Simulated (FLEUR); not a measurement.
# Collinear magnetic orders of MnF2 with FLEUR, part 3 of 3

Wanted: the moments of MnF2 and the energy of each order that was tried.

FLEUR MaX-R8.1; LDA (VWN) with U = 4 eV on Mn d; all-electron FLAPW, Dirac cores, scalar-relativistic bands.

So far, largest spin moment in the muffin-tin sphere (μB): step 2 (start 1: ferro ++) 4.72; step 3 (run 2 (antiferro +-)) 4.70.

**5. Spin–orbit coupling, moments along [001]**

Level of this step: LDA (VWN) with U = 4 eV on Mn d; all-electron FLAPW, Dirac cores, scalar-relativistic bands with spin-orbit coupling (FLEUR).

Spin–orbit coupling ties the spins to the lattice and lets orbital moments form.

A new self-consistent run of the start antiferro +-, with the moments along z.

The input, inp.xml:

```
<?xml version="1.0" encoding="UTF-8" standalone="no"?>
<fleurInput fleurInputVersion="0.39">
   <comment>
      MnF2
   </comment>
   <calculationSetup>
      <cutoffs Kmax="4.29" Gmax="12.9" GmaxXC="12.9" numbands="178"/>
      <scfLoop itmax="130" minDistance="0.0001" maxIterBroyd="15" imix="Anderson" alpha="0.05" precondParam="0.0" spinf="2.0" sdNocoIR="T"/>
      <coreElectrons ctail="T" frcor="F" kcrel="0" coretail_lmax="0"/>
      <xcFunctional name="vwn" relativisticCorrections="F"/>
      <magnetism jspins="2"/>
      <soc l_soc="T" theta="0.0" phi="0.0" spav="F"/>
      <expertModes spex="0" secvar="F"/>
      <geometryOptimization l_f="F" forcealpha="1.0" forcemix="BFGS" epsdisp="0.00001" epsforce="0.00001"/>
      <ldaU l_linMix="F" mixParam="0.05" spinf="1.0"/>
   </calculationSetup>
   <cell>
      <bzIntegration valenceElectrons="58.0" mode="hist" fermiSmearingEnergy="0.00183747">
         <kPointListSelection listName="default-1"/>
         <xi:include xmlns:xi="http://www.w3.org/2001/XInclude" href="kpts.xml"> </xi:include>
      </bzIntegration>
      <xi:include xmlns:xi="http://www.w3.org/2001/XInclude" href="sym.xml"> </xi:include>
      <bulkLattice scale="1.0">
         <bravaisMatrix>
            <row-1>    9.2101471860754796     0.0000000000000000     0.0000000000000000</row-1>
            <row-2>    0.0000000000000000     9.2101471860754796     0.0000000000000000</row-2>
            <row-3>    0.0000000000000000     0.0000000000000000     6.2563162807132198</row-3>
         </bravaisMatrix>
      </bulkLattice>
   </cell>
   <atomSpecies>
      <species name="Manganese 4.501" element="Mn" atomicNumber="25">
         <mtSphere radius="2.48" gridPoints="819" logIncrement="0.015"/>
         <atomicCutoffs lmax="10" lnonsphr="8"/>
         <electronConfig flipSpins="F">
            <coreConfig>(1s1/2) (2s1/2) (2p1/2) (2p3/2)</coreConfig>
            <valenceConfig>(3s1/2) (3p1/2) (3p3/2) (4s1/2) (3d3/2) (3d5/2)</valenceConfig>
            <stateOccupation state="(3d3/2)" spinUp="1.7505" spinDown="0.2495"/>
            <stateOccupation state="(3d5/2)" spinUp="3.0" spinDown="0.0"/>
         </electronConfig>
         <energyParameters s="4" p="4" d="3" f="4"/>
         <ldaU l="2" U="4.0" J="0.0" l_amf="F"/>
         <lo type="SCLO" l="0" n="3" eDeriv="0"/>
         <lo type="SCLO" l="1" n="3" eDeriv="0"/>
      </species>
      <species name="Manganese -4.501" element="Mn" atomicNumber="25">
         <mtSphere radius="2.48" gridPoints="819" logIncrement="0.015"/>
         <atomicCutoffs lmax="10" lnonsphr="8"/>
         <electronConfig flipSpins="F">
            <coreConfig>(1s1/2) (2s1/2) (2p1/2) (2p3/2)</coreConfig>
            <valenceConfig>(3s1/2) (3p1/2) (3p3/2) (4s1/2) (3d3/2) (3d5/2)</valenceConfig>
            <stateOccupation state="(3d3/2)" spinUp="0.2495" spinDown="1.7505"/>
            <stateOccupation state="(3d5/2)" spinUp="0.0" spinDown="3.0"/>
         </electronConfig>
         <energyParameters s="4" p="4" d="3" f="4"/>
         <ldaU l="2" U="4.0" J="0.0" l_amf="F"/>
         <lo type="SCLO" l="0" n="3" eDeriv="0"/>
         <lo type="SCLO" l="1" n="3" eDeriv="0"/>
      </species>
      <species name="Fluorine (F)" element="F" atomicNumber="9">
         <mtSphere radius="1.4" gridPoints="463" logIncrement="0.023"/>
         <atomicCutoffs lmax="6" lnonsphr="4"/>
         <electronConfig flipSpins="F">
            <coreConfig>(1s1/2)</coreConfig>
            <valenceConfig>(2s1/2) (2p1/2) (2p3/2)</valenceConfig>
            <stateOccupation state="(2p1/2)" spinUp="0.833333" spinDown="0.833333"/>
            <stateOccupation state="(2p3/2)" spinUp="1.666667" spinDown="1.666667"/>
         </electronConfig>
         <energyParameters s="2" p="2" d="3" f="4"/>
      </species>
   </atomSpecies>
   <atomGroups>
      <atomGroup species="Manganese 4.501">
         <relPos label="                   1">.0000000000 .0000000000 .0000000000</relPos>
         <force calculate="T" relaxXYZ="TTT"/>
      </atomGroup>
      <atomGroup species="Manganese -4.501">
         <relPos label="                   2">1.000/2.000 1.000/2.000 1.000/2.000</relPos>
         <force calculate="T" relaxXYZ="TTT"/>
      </atomGroup>
      <atomGroup species="Fluorine (F)">
         <relPos label="                   3">.3053000000 .3053000000 .0000000000</relPos>
         <relPos label="                   5">-.3053000000 -.3053000000 .0000000000</relPos>
         <force calculate="T" relaxXYZ="TTT"/>
      </atomGroup>
      <atomGroup species="Fluorine (F)">
         <relPos label="                   4">.1947000000 -.1947000000 1.000/2.000</relPos>
         <relPos label="                   6">-.1947000000 .1947000000 1.000/2.000</relPos>
         <force calculate="T" relaxXYZ="TTT"/>
      </atomGroup>
   </atomGroups>
   <output dos="F" band="F" slice="F">
      <bandDOS minEnergy="-.5*Htr" maxEnergy="0.5*Htr" sigma="0.015" storeEVData="T"/>
      <plotting iplot="0" polar="F">
         <plot TwoD="T" vec1="  1.0  0.0  0.0" vec2="  0.0  1.0  0.0" vec3="  0.0  0.0  1.0" zero="  0.0  0.0  0.0" file="plot"/>
      </plotting>
      <moessbauerParams electricFieldGradient="F" isomerShift="F" coreHyperfine="F" valenceHyperfine="F"/>
   </output>
</fleurInput>
```

The input, crystal.txt:

```
MnF2
&input film=F cartesian=F /
4.87380000000  0.00000000000  0.00000000000
0.00000000000  4.87380000000  0.00000000000
0.00000000000  0.00000000000  3.31070000000
1.8897261246
1.0 1.0 1.0

6
25 0.00000000000  0.00000000000  0.00000000000 : 4.501
25 0.50000000000  0.50000000000  0.50000000000 : -4.501
9 0.30530000000  0.30530000000  0.00000000000
9 0.19470000000  0.80530000000  0.50000000000
9 0.69470000000  0.69470000000  0.00000000000
9 0.80530000000  0.19470000000  0.50000000000

&soc 0.0000000 0.0000000 /
&kpt div1=6 div2=6 div3=6 gamma=T /
```

Command:

```console
$ OMP_NUM_THREADS=1 inpgen -f crystal.txt > inpgen.log  # inp.xml is then edited as shown
$ OMP_NUM_THREADS=1 mpirun -n 4 fleur_MPI > fleur.log
```

What it wrote:

```text
[banner, memory and clock lines left out]
Welcome to FLEUR        (www.flapw.de)
      MaX-Release 8.1          (www.max-centre.eu)

 ========== k-point set info ==========
 Selected k-point list: default-1
 k-point list type: mesh
 6 x 6 x 6
 Number of k points: 80

 [... set-up left out ...]
 no density matrix found ... skipping LDA+U
 Complex matrix made real
 Complex matrix made real
 Reset of history
 Iteration:     1   Distance:      13.36721228 me/bohr^3
 Iteration:     2   Distance:      12.41461167 me/bohr^3
 Iteration:     3   Distance:      11.04740692 me/bohr^3
 Iteration:     4   Distance:       6.65087407 me/bohr^3
 Iteration:     5   Distance:       4.18478586 me/bohr^3
 Iteration:     6   Distance:       1.74240988 me/bohr^3
 Iteration:     7   Distance:       0.45980618 me/bohr^3
 Iteration:     8   Distance:       0.49524613 me/bohr^3
 Iteration:     9   Distance:       0.05109670 me/bohr^3
 Iteration:    10   Distance:       0.02022141 me/bohr^3
 Iteration:    11   Distance:       0.00496969 me/bohr^3
 Iteration:    12   Distance:       0.00421139 me/bohr^3
 Iteration:    13   Distance:       0.00080764 me/bohr^3
 Iteration:    14   Distance:       0.00026584 me/bohr^3
 Iteration:    15   Distance:       0.00018291 me/bohr^3
 Iteration:    16   Distance:       0.00003376 me/bohr^3

 ********************************************************************
 Run finished successfully
 Stop message:
   all done
 ********************************************************************

--- out.xml (last complete iteration) ---
<iteration numberForCurrentRun="   16" overallNumber="   16">
         [... left out ...]
         <bandgap value="3.2931977155" units="eV"/>
         <sumValenceSingleParticleEnergies value="-37.3082335006" units="Htr"/>
         <FermiEnergy value="0.0769677759" units="Htr"/>
         [... left out ...]
         <magneticMomentsInMTSpheres units="muBohr">
            <globalMagMoment atomType="1" vec="0.00000   0.00000   4.69810"/>
            <globalMagMoment atomType="2" vec="0.00000   0.00000  -4.69810"/>
            <globalMagMoment atomType="3" vec="0.00000   0.00000  -0.01806"/>
            <globalMagMoment atomType="4" vec="0.00000   0.00000   0.01806"/>
         </magneticMomentsInMTSpheres>
         <orbitalMomentsInMTSpheres units="muBohr">
            <globalMagMoment atomType="1" vec="0.00000   0.00000  -0.00042"/>
            <globalMagMoment atomType="2" vec="0.00000   0.00000   0.00042"/>
            <globalMagMoment atomType="3" vec="0.00000   0.00000  -0.00002"/>
            <globalMagMoment atomType="4" vec="0.00000   0.00000   0.00002"/>
         </orbitalMomentsInMTSpheres>
         [... left out ...]
         <totalEnergy value="    -2710.5398891244" units="Htr">
            <sumOfEigenvalues value="    -1548.6301202071">
               <coreElectrons value="-1511.3218867064"/>
               <valenceElectrons value="-37.3082335006"/>
            </sumOfEigenvalues>
         [... left out ...]
            <freeEnergy value="-2710.5398891244"/>
            <extrapolationTo0K value="-2710.5398891244"/>
         </totalEnergy>
         [... left out ...]
         <ldaUDensityMatrixConvergence>
            <distance spin="1" distance="0.000001"/>
            <distance spin="2" distance="0.000001"/>
         </ldaUDensityMatrixConvergence>
         <densityConvergence units="me/bohr^3">
            <chargeDensity spin="1" distance="0.0000185325"/>
            <chargeDensity spin="2" distance="0.0000185373"/>
            <overallChargeDensity distance="0.0000337569"/>
            <spinDensity distance="0.0000153181"/>
         </densityConvergence>
      </iteration>
```

Run time: 5.7 min. Hardware: 4 MPI ranks of Intel Xeon 6975P-C (Granite Rapids), shared host; peak memory 1.2 GiB; 23 min of CPU time.

Spin moment in the muffin-tin sphere by atom:

```tsv
atom	spin moment in the muffin-tin sphere (μB)
Mn1	4.70
Mn2	-4.70
F3	-0.02
F4	0.02
F5	-0.02
F6	0.02
```

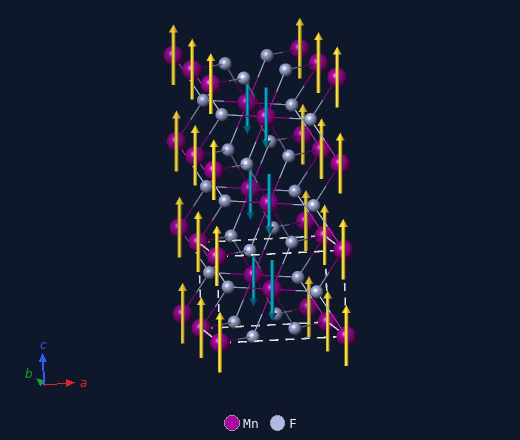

Spin moment in the muffin-tin sphere as arrows, the longest 4.70 μB. Up and down stand for the sign. Arrows give size and sign along the axis of quantisation, drawn up and down the page. The two directions have two colours. 1×2×3 cells are drawn. Some periodic images of atoms are drawn too.

This step gave:

* free energy: -73757.5479 eV
* program's band gap on this mesh (in a metal only a level spacing): 3.293 eV
* magnetization: 0 μB
* final state: antiferromagnetic
* orbital moment along the spin: 0 μB

Orbital moment in the sphere, along the spin axis by atom:

```tsv
atom	orbital moment in the sphere, along the spin axis (μB)
Mn1	-0.0004
Mn2	0.0004
F3	0.0000
F4	0.0000
F5	0.0000
F6	0.0000
```

**6. Summary of results**

```yaml
lowest_state_found: antiferromagnetic (typed antiferro +-)
largest_site_spin_moment: 4.70 μB
next_finished_state: ferromagnetic, 20.6 meV a seeded atom higher
orbital_moment_on_the_atom_of_largest_spin_along_its_spin_spin_orbit_run: -4.2e-4 μB
```

What this shows: The lowest state found is antiferromagnetic, reached from the start antiferro +-, with moments up to 4.70 μB. The next finished state costs 21 meV a seeded atom. The shell is near half filling, where Hund's rules give no orbital moment. Only 2 starts were tried; other patterns of signs, canted and longer-period orders were not.

[Logs and program files are shortened in this print: banners, set-up blocks, solver, clock and traceback lines can be left out without a mark of their own.]

[Logs are printed without paths, hosts, clocks, repeated set-up lines and the standing remarks that a program may print on its own settings, such as how far it seeks lower states.]

[Hosts, paths, dates, database ids (printed as entryN), source tags and the programs' standing remarks are cut or masked in the printed files.]

[Where a cell is said to come from a database of computed structures, the database is the Materials Project.]
